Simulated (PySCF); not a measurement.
SiS

| atom | x (Å) | y (Å) | z (Å) |
| --- | --- | --- | --- |
| Si | 0.0000 | 0.0000 | -1.0421 |
| S | 0.0000 | 0.0000 | 0.9119 |

Theory: PySCF 2.14.0, PBE0/jorge-DZP-DKH, spin-free X2C-1e, Gaussian nucleus, at a bond length of 1.954 Å.

What will maps of the electron density and electron localisation function show?

Si–S (1.95 Å): ρ at the midpoint is about 1 e/Å³; the ELF peaks at about 0.85 between the atoms: localised, covalent bonding.

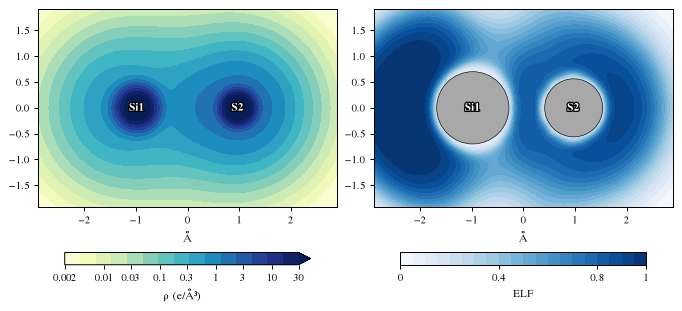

Computed electron density and electron localisation function on a plane that holds the molecular axis, in this order. Grey discs cover the atomic cores in the ELF map. 
